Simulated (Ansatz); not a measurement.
**A computed series for hypothetical fluorite TeO2: response to strain**

The parent structure is TeO2 in the fluorite structure (space group Fm-3m, No. 225; a hypothetical phase, not in the database extracts checked).

```cif
data_O8Te4
_chemical_formula_sum 'Te4 O8'
_space_group_name_H-M_alt 'Fm-3m'
_space_group_IT_number 225
_space_group_name_Hall '-F 4 2 3'
_cell_length_a 5.33522
_cell_length_b 5.33522
_cell_length_c 5.33522
_cell_angle_alpha 90.000
_cell_angle_beta 90.000
_cell_angle_gamma 90.000
loop_
_atom_site_label
_atom_site_type_symbol
_atom_site_symmetry_multiplicity
_atom_site_Wyckoff_symbol
_atom_site_fract_x
_atom_site_fract_y
_atom_site_fract_z
_atom_site_occupancy
Te1 Te 4 a 0.00000 0.00000 0.00000 1
O1 O 8 c 0.25000 0.25000 0.25000 1
```
(The calculation used a cell of 3 atoms; values per cell refer to that cell.)

Strains are applied to the cell and any free atomic positions relax.

Computed with r2SCAN/PAW in Ansatz (an electronic-structure program), scalar-relativistic without spin-orbit coupling.

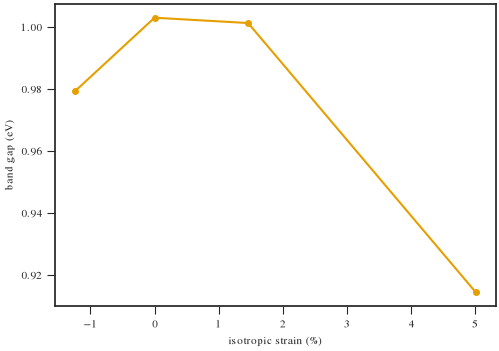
Fig. 1. Band gap against isotropic strain

**Question.** From the plot, what is the band gap for isotropic strain −1.24 %?

**Answer.** About 0.98 eV.

**Question.** Is the trend monotonic over the range shown?

**Answer.** No, it turns within the range, spanning 0.91 eV to 1.00 eV.

Spin-orbit coupling, missing from the scalar runs, can matter with Te. Stability against distortions was not tested.
